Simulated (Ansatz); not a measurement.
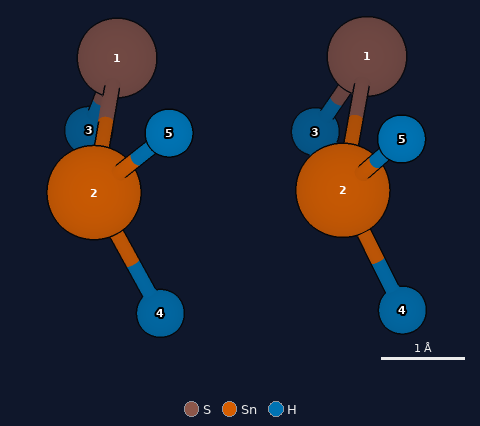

Two geometries of SnH3S (multiplicity 2), drawn at one scale. One is the start of a relaxation, the other its converged end. The picture is a ball-and-stick view, seen from a free direction.

All numbers below come from Ansatz 0.2.0, UKS B3LYP-D4/def2-SVP. Settings: collinear spin; force threshold 0.015 eV/Å; at most 40 steps.

**Which of the two is the end point?**

The left one is the relaxed one. The run prepares an end point of a later path (torsion) calculation, from a guessed geometry. The energy falls by 0.126 eV in 6 geometry steps. Largest force component: 1.1 eV/Å at the start, 0.0025 eV/Å at the end. The atom that moves furthest after the best rigid fit is H3 (0.16 Å). Largest moves by element: H 0.16 Å, S 0.15 Å, Sn 0.13 Å. Some distances before and after: Sn2–H4 1.672 → 1.749 Å, S1–H3 1.414 → 1.354 Å, Sn2–H5 1.748 → 1.742 Å. Bond angles that change, for instance: S1–Sn2–H5 109.9° → 102.5°, Sn2–S1–H3 89.0° → 94.0°, S1–Sn2–H4 110.2° → 106.9°. The run took 24 s on 1 thread of Intel(R) Xeon(R) Processor @ 2.70GHz, with other jobs on the host, peak memory 0.17 GiB.
